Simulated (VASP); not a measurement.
Band structure of Li (bcc). Calculation: PBEsol GGA, VASP's PBE PAW potentials (set 64) (plane waves; VASP).

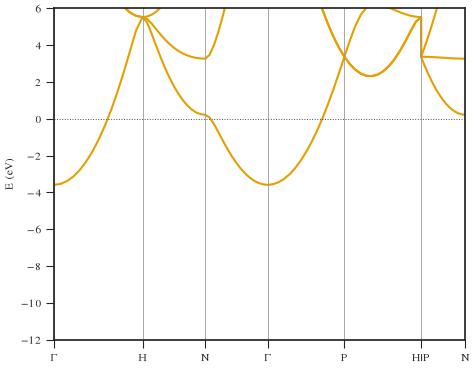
Bands along high-symmetry lines, zero at the valence-band maximum or, without a gap, the Fermi level

Question: Read the plot: is there a gap, and where are the band edges?

Answer: It has no gap at this level: it comes out as a metal or semimetal. (Edges off the drawn lines would not show.)

The compound is Li in the bcc structure. It was relaxed first, which changed the volume by -5 %.
